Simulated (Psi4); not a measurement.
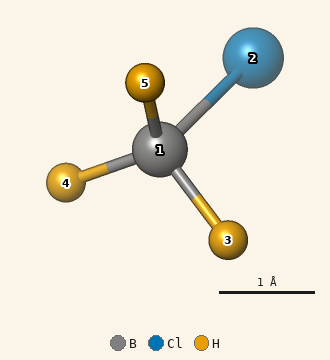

Fig. 1: The input geometry (ball-and-stick view, seen at a tilt; atoms are numbered from 1 in the order of the input).

# BH₃Cl (charge −1): excited-state calculation

System: BH₃Cl, charge −1, SMILES [BH3-]Cl.
Method: TDA (PBE0)/6-311++G(2d,2p), RKS (Psi4 1.11).

The atoms were displaced at random from an optimised geometry.

## Input (job.in)
```python
memory 1.6 GB

molecule m {
  -1 1
  B      0.058427    -0.056117     0.167621
  Cl    -0.845839     0.469851    -1.390884
  H      1.199852    -0.255413    -0.218050
  H     -0.447637    -1.058586     0.521887
  H     -0.006032     0.836296     0.932487
  symmetry c1
}

set {
  basis 6-311++G(2d,2p)
  reference rks
  save_jk true
}

from psi4.driver.procrouting.response.scf_response import tdscf_excitations
energy_value, wavefunction = energy('pbe0', return_wfn=True)
states = tdscf_excitations(wavefunction, states=5, tda=True)
print_variables()
```

Launch command:
```bash
psi4 -i job.in -o job.out -n 1
```

## Log
```
Psi4 1.11 release

   => Loading Basis Set <=

    Name: 6-311++G(2D,2P)
    Role: ORBITAL
    Keyword: BASIS

         ---------------------------------------------------------
                                   SCF
                              RKS Reference
                        1 Threads,   1525 MiB Core
         ---------------------------------------------------------

  ==> Geometry <==

    Molecular point group: c1
    Full point group: C1

    Geometry (in Angstrom), charge = -1, multiplicity = 1:

       Center              X                  Y                   Z               Mass
    ------------   -----------------  -----------------  -----------------  -----------------
         B            0.633566132886    -0.368982086105     1.097104891199    11.009305360000
         CL          -0.270699867114     0.156985913895    -0.461400108801    34.968852682000
         H            1.774991132886    -0.568278086105     0.711433891199     1.007825032230
         H            0.127502132886    -1.371451086105     1.451370891199     1.007825032230
         H            0.569107132886     0.523430913895     1.861970891199     1.007825032230

  Running in c1 symmetry.

  Rotational constants: A =      4.23896  B =      0.41963  C =      0.41923 [cm^-1]
  Rotational constants: A = 127080.93841  B =  12580.05404  C =  12568.16155 [MHz]
  Nuclear repulsion =   42.299143974917151

  Charge       = -1
  Multiplicity = 1
  Electrons    = 26
  Nalpha       = 13
  Nbeta        = 13

  ==> Algorithm <==

  SCF Algorithm Type is DF.
  DIIS enabled.
  MOM disabled.
  Fractional occupation disabled.
  Guess Type is SAD.
  Energy threshold   = 1.00e-06
  Density threshold  = 1.00e-06
  Integral threshold = 1.00e-12

  ==> Primary Basis <==

  Basis Set: 6-311++G(2D,2P)
    Blend: 6-311++G(2D,2P)
    Number of shells: 44
    Number of basis functions: 92
    Number of Cartesian functions: 96
    Spherical Harmonics?: true
    Max angular momentum: 2

  ==> DFT Potential <==

   => LibXC <=

    Version 7.1.2

   => Composite Functional: PBE0 <=

    PBE0 Hyb-GGA Exchange-Correlation Functional

    Deriv               =              1
    GGA                 =           TRUE
    Meta                =          FALSE

    Exchange Hybrid     =           TRUE
    MP2 Hybrid          =          FALSE

   => Exchange Functionals <=

    0.7500   Perdew, Burke & Ernzerhof

   => Exact (HF) Exchange <=

    0.2500               HF

   => Correlation Functionals <=

    1.0000   Perdew, Burke & Ernzerhof

   => LibXC Density Thresholds  <==

    XC_HYB_GGA_XC_PBEH:  1.00E-15

   => Molecular Quadrature <=

    Radial Scheme          =       TREUTLER
    Pruning Scheme         =           NONE
    Nuclear Scheme         =       TREUTLER

    Blocking Scheme        =         OCTREE
    BS radius alpha        =              1
    Pruning alpha          =              1
    Radial Points          =             75
    Spherical Points       =            302
    Total Points           =         109958
    Total Blocks           =            870
    Max Points             =            256
    Max Functions          =             92
    Weights Tolerance      =       1.00E-15

   => Loading Basis Set <=

    Name: (6-311++G(2D,2P) AUX)
    Role: JKFIT
    Keyword: DF_BASIS_SCF

  ==> Integral Setup <==

  DFHelper Memory: AOs need 0.027 GiB; user supplied 0.869 GiB.
  SCF_SUBTYPE=INCORE selected. In-core MEM_DF algorithm will be used.
  Using in-core AOs.

  ==> MemDFJK: Density-Fitted J/K Matrices <==

    J tasked:                   Yes
    K tasked:                   Yes
    wK tasked:                   No
    Memory [MiB]:               889
    Algorithm:                 Core
    Schwarz Cutoff:           1E-12
    Mask sparsity (%):       0.4253
    Fitting Condition:        1E-10

   => Auxiliary Basis Set <=

  Basis Set: (6-311++G(2D,2P) AUX)
    Blend: AUG-CC-PVTZ-JKFIT
    Number of shells: 114
    Number of basis functions: 388
    Number of Cartesian functions: 476
    Spherical Harmonics?: true
    Max angular momentum: 4

  Cached 100.0% of DFT collocation blocks in 0.249 [GiB].

  Minimum eigenvalue in the overlap matrix is 2.2127893540E-04.
  Reciprocal condition number of the overlap matrix is 2.5100685996E-05.
    Using symmetric orthogonalization.

  ==> Pre-Iterations <==

  SCF Guess: Superposition of Atomic Densities via on-the-fly atomic UHF (no occupation information).

   -------------------------
    Irrep   Nso     Nmo
   -------------------------
     A         92      92
   -------------------------
    Total      92      92
   -------------------------

  ==> Iterations <==

                           Total Energy        Delta E     RMS |[F,P]|

   @DF-RKS iter SAD:  -486.21699151031447   -4.86217e+02   0.00000e+00
   @DF-RKS iter   1:  -486.50559825707012   -2.88607e-01   6.60153e-03 DIIS/ADIIS
   @DF-RKS iter   2:  -486.45745443221881    4.81438e-02   6.90030e-03 DIIS/ADIIS
   @DF-RKS iter   3:  -486.74844065873197   -2.90986e-01   6.38257e-04 DIIS/ADIIS
   @DF-RKS iter   4:  -486.75017626101140   -1.73560e-03   1.79313e-04 DIIS/ADIIS
   @DF-RKS iter   5:  -486.75031489774489   -1.38637e-04   2.81169e-05 DIIS
   @DF-RKS iter   6:  -486.75031783044398   -2.93270e-06   1.46590e-05 DIIS
   @DF-RKS iter   7:  -486.75031873963889   -9.09195e-07   8.10651e-07 DIIS
  Energy and wave function converged.

  ==> Post-Iterations <==

   Electrons on quadrature grid:
      Ntotal   =   25.9999991548 ; deviation = -8.452e-07

    Orbital Energies [Eh]
    ---------------------

    Doubly Occupied:

       1A   -101.475705     2A     -9.286268     3A     -7.019938
       4A     -7.015181     5A     -7.015148     6A     -6.523239
       7A     -0.601041     8A     -0.303708     9A     -0.155382
      10A     -0.150441    11A     -0.142410    12A     -0.070387
      13A     -0.064045

    Virtual:

      14A      0.159756    15A      0.167800    16A      0.180609
      17A      0.181509    18A      0.203380    19A      0.204618
      20A      0.206809    21A      0.251327    22A      0.252746
      23A      0.257990    24A      0.325263    25A      0.335878
      26A      0.377203    27A      0.386450    28A      0.421491
      29A      0.525585    30A      0.528338    31A      0.536237
      32A      0.567674    33A      0.569031    34A      0.638875
      35A      0.664436    36A      0.668496    37A      0.690551
      38A      0.695363    39A      0.726385    40A      0.741917
      41A      0.757170    42A      0.790275    43A      0.917558
      44A      0.921130    45A      0.972645    46A      1.021746
      47A      1.037332    48A      1.043631    49A      1.049061
      50A      1.211399    51A      1.231267    52A      1.255272
      53A      1.402771    54A      1.521357    55A      1.529117
      56A      1.553564    57A      1.557981    58A      1.688389
      59A      2.190072    60A      2.198620    61A      2.337375
      62A      2.346166    63A      2.371692    64A      2.494493
      65A      2.562401    66A      2.563828    67A      2.670286
      68A      2.671553    69A      2.800149    70A      2.826167
      71A      2.828791    72A      2.936520    73A      2.984113
      74A      2.989294    75A      3.100428    76A      3.130572
      77A      3.342628    78A      4.120464    79A      4.192157
      80A      4.209319    81A      4.227955    82A      4.374386
      83A      4.381589    84A      4.396027    85A      4.758362
      86A      4.775826    87A     10.051547    88A     15.037331
      89A     26.232392    90A     26.237354    91A     27.143508
      92A    216.261993

    Final Occupation by Irrep:
              A
    DOCC [    13 ]
    NA   [    13 ]
    NB   [    13 ]

  @DF-RKS Final Energy:  -486.75031873963889

   => Energetics <=

    Nuclear Repulsion Energy =             42.2991439749171505
    One-Electron Energy =                -760.5463709516363906
    Two-Electron Energy =                 256.7908371572248143
    DFT Exchange-Correlation Energy =     -25.2939289201444488
    Empirical Dispersion Energy =           0.0000000000000000
    VV10 Nonlocal Energy =                  0.0000000000000000
    Total Energy =                       -486.7503187396388853

Computation Completed

Properties will be evaluated at   0.000000,   0.000000,   0.000000 [a0]

Properties computed using the SCF density matrix

 Multipole Moments:

 ------------------------------------------------------------------------------------
     Multipole            Electronic (a.u.)      Nuclear  (a.u.)        Total (a.u.)
 ------------------------------------------------------------------------------------

 L = 1.  Multiply by 2.5417464519 to convert [e a0] to [Debye]
 Dipole X            :         -2.5379836            1.9606538           -0.5773297
 Dipole Y            :          1.4377515           -1.1195648            0.3181867
 Dipole Z            :         -4.0281530            3.1492253           -0.8789276
 Magnitude           :                                                    1.0986656

 ------------------------------------------------------------------------------------

	total time  =          2 seconds =       0.03 minutes

******************************************************************************************
**********                               WARNING                                **********
**********       The names of excited state variables changed between 1.5       **********
**********     and 1.6. For a quick solution, remove the symmetry specifier     **********
**********   from the variable name. For full details, see 'Notes on Psivars'   **********
**********                        in the documentation.                         **********
******************************************************************************************

         ---------------------------------------------------------
                         TDSCF excitation energies
         ---------------------------------------------------------

  ==> Options <==

     Residual threshold  : 1.0000e-04
     Initial guess       : denominators
     Reference           : RHF
     Solver type         : TDA (Davidson)

  ==> Requested Excitations <==

      5 singlet states with A symmetry

  ==> Seeking the lowest 5 singlet states with A symmetry

                         Generalized Davidson Solver

  ==> Options <==

    Max number of iterations        = 60
    Eigenvector tolerance           = 1.0000e-04
    Max number of expansion vectors = 1000

  => Iterations <=
                           Max[D[value]]     Max[|R|]   # vectors
  DavidsonSolver iter   1:   2.08665e-01  2.22123e-02     20
  DavidsonSolver iter   2:   8.98480e-04  7.04620e-03     25
  DavidsonSolver iter   3:   7.73975e-05  1.15834e-03     30
  DavidsonSolver iter   4:   2.11624e-06  2.26038e-04     35
  DavidsonSolver iter   5:   3.67514e-08  5.03453e-05     38      Converged

******************************************************************************************
**********                               WARNING                                **********
**********  Length-gauge rotatory strengths are **NOT** gauge-origin invariant  **********
******************************************************************************************

                                    Excitation Energy         Total Energy        Oscillator Strength             Rotatory Strength
     #   Sym: GS->ES (Trans)        au              eV              au          au (length)    au (velocity)    au (length)    au (velocity)
    ---- -------------------- --------------- --------------- --------------- --------------- --------------- --------------- ---------------
     1        A->A (1 A)       0.18497         5.03329        -486.56535       0.0001          0.0004         -0.0010         -0.0008
     2        A->A (1 A)       0.19104         5.19840        -486.55928       0.0019          0.0024          0.0009          0.0008
     3        A->A (1 A)       0.19562         5.32312        -486.55470       0.0367          0.0524          0.0003          0.0003
     4        A->A (1 A)       0.20250         5.51031        -486.54782       0.0330          0.0488         -0.0005         -0.0005
     5        A->A (1 A)       0.20816         5.66426        -486.54216       0.0000          0.0001          0.0010          0.0011

Contributing excitations
Only contributions with abs(coeff) > 1.00e-01 will be printed:

Excited State    1 (1 A):   0.18497 au   246.33 nm f = 0.0001
  Sums of squares: Xssq =  1.000000e+00
     13a  ->  14a     0.991096 (98.227%)

Excited State    2 (1 A):   0.19104 au   238.50 nm f = 0.0019
  Sums of squares: Xssq =  1.000000e+00
     12a  ->  14a     0.987160 (97.449%)
     12a  ->  15a    -0.132784 ( 1.763%)

Excited State    3 (1 A):   0.19562 au   232.92 nm f = 0.0367
  Sums of squares: Xssq =  1.000000e+00
     13a  ->  15a    -0.989593 (97.929%)

Excited State    4 (1 A):   0.20250 au   225.00 nm f = 0.0330
  Sums of squares: Xssq =  1.000000e+00
     12a  ->  14a     0.130746 ( 1.709%)
     12a  ->  15a     0.984090 (96.843%)

Excited State    5 (1 A):   0.20816 au   218.89 nm f = 0.0000
  Sums of squares: Xssq =  1.000000e+00
     13a  ->  16a     0.995060 (99.014%)

******************************************************************************************
**********                               WARNING                                **********
**********       The names of excited state variables changed between 1.5       **********
**********     and 1.6. For a quick solution, remove the symmetry specifier     **********
**********   from the variable name. For full details, see 'Notes on Psivars'   **********
**********                        in the documentation.                         **********
******************************************************************************************

  Variable Map:
  ----------------------------------------------------------------------------
  "CURRENT ENERGY"              =>    -486.750318739639
  "CURRENT REFERENCE ENERGY"    =>    -486.750318739639
  "DD SOLVATION ENERGY"         =>       0.000000000000
  "DFT FUNCTIONAL TOTAL ENERGY" =>    -486.750318739639
  "DFT TOTAL ENERGY"            =>    -486.750318739639
  "DFT VV10 ENERGY"             =>       0.000000000000
  "DFT XC ENERGY"               =>     -25.293928920144
  "GRID ELECTRONS ALPHA"        =>      12.999999577406
  "GRID ELECTRONS BETA"         =>      12.999999577406
  "GRID ELECTRONS TOTAL"        =>      25.999999154812
  "NUCLEAR REPULSION ENERGY"    =>      42.299143974917
  "ONE-ELECTRON ENERGY"         =>    -760.546370951636
  "PCM POLARIZATION ENERGY"     =>       0.000000000000
  "PE ENERGY"                   =>       0.000000000000
  "SCF ITERATION ENERGY"        =>    -486.750318739639
  "SCF ITERATIONS"              =>       7.000000000000
  "SCF TOTAL ENERGY"            =>    -486.750318739639
  "TWO-ELECTRON ENERGY"         =>     256.790837157225
  "XC GRID RADIAL POINTS"       =>      75.000000000000
  "XC GRID SPHERICAL POINTS"    =>     302.000000000000
  "XC GRID TOTAL POINTS"        =>  109958.000000000000

  Array Variable Map:
  ----------------------------------------------------------------------------
  "CURRENT DIPOLE"              =>      -0.577329736644 ... -0.878927632229 1 by 3
  "SCF DIPOLE"                  =>      -0.577329736644 ... -0.878927632229 1 by 3
  "SCF TOTAL ENERGIES"          =>    -486.216991510314 ... -486.750318739639 1 by 8

    Psi4 run time: 0:00:08.80
```

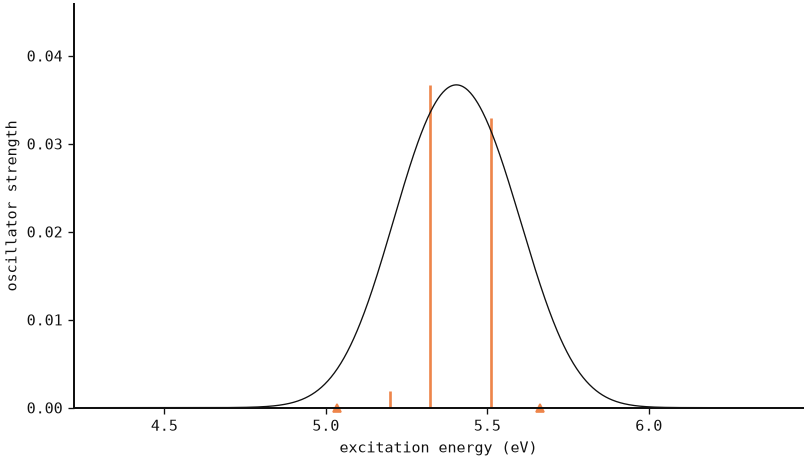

Fig. 2: Computed excitations as sticks (degenerate states added up, dark ones marked on the axis), with a Gaussian envelope of 0.35 eV full width at half maximum, scaled to the tallest. Of the 5 states the lowest lies at 5.03 eV (f = 0.000); the strongest line is at 5.32 eV, or 233 nm (f = 0.037).

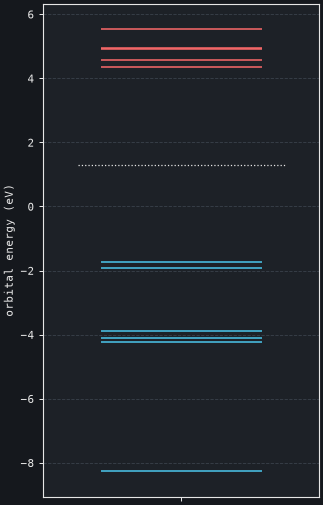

Fig. 3: Orbital energies near the frontier; the dotted line parts filled from empty levels, and levels within 0.02 eV of each other stand side by side. Highest filled −1.74 eV, lowest empty 4.35 eV, 6.09 eV apart.

## Key numbers

| quantity | value |
| --- | --- |
| outcome | converged |
| total energy | −486.750319 hartree |
| basis functions | 92 |
| HOMO | −1.74 eV |
| LUMO | 4.35 eV |
| lowest excitation | 5.03 eV |
| hardware | 1 thread of AMD EPYC (Zen 5), 16 GiB of memory available, shared host |
| wall time | 9.9 s |
| peak memory | 0.49 GiB |
